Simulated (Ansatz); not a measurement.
# Li under a change: x(Na) = 0.25, 4 atoms, Cmmm

Start from Li in the bcc (W type) structure (space group Im-3m, No. 229; a = 3.4343 Å).

The other end (x = 1) is Na in the bcc (W type) structure (space group Im-3m, No. 229): 36.24 Å³/atom, gap zero.

Now apply this change: Na replaces 25.0 % of the Li, ordered in a cell of 4 atoms (starting symmetry Cmmm) and fully relaxed.

Level of theory: plane-wave PAW DFT at the PBEsol level (Ansatz, a first-principles code, 420 eV), scalar-relativistic without spin-orbit coupling. Γ-centred 14×14×6 mesh, Fermi–Dirac width 0.05 eV, for the changed cell.

The volume per atom grows by 3.85 Å³ (20.25 Å³ → 24.10 Å³) and the density increases by 0.186 g/cm³, from 0.57 g/cm³ to 0.75 g/cm³. The shortest interatomic distance goes up by 0.020 Å (2.974 Å → 2.994 Å) and the band gap remains zero. The mixing energy amounts to +0.02 eV/atom (to 0.01 eV only: unlike meshes or grids).

Final structure:

```xyz
4
Lattice="2.3756 -2.3764 0.0000 2.3756 2.3764 0.0000 0.0000 0.0000 8.5385" Properties=species:S:1:pos:R:3 pbc="T T T"
Li     0.0000     0.0000     0.0000
Li     2.3756     0.0000     6.7156
Na     0.0000     0.0000     4.2692
Li     2.3756     0.0000     1.8229
```

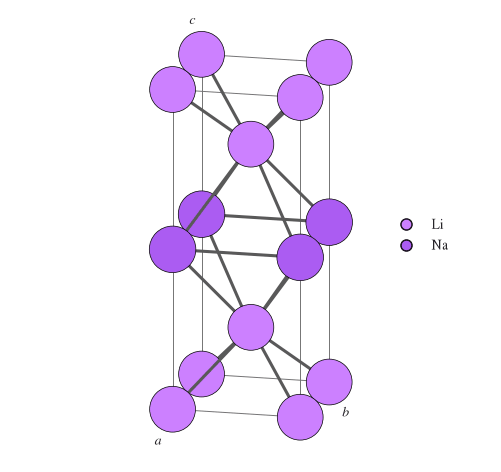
Figure: The relaxed conventional cell after the change

Each cell is one ordered arrangement of few atoms, which overstates ordering effects compared with a random alloy. Whether these cells are dynamically stable was not tested. Under x(Na) = 0.25, 4 atoms, Cmmm the cell changed shape so far that it is another structure.
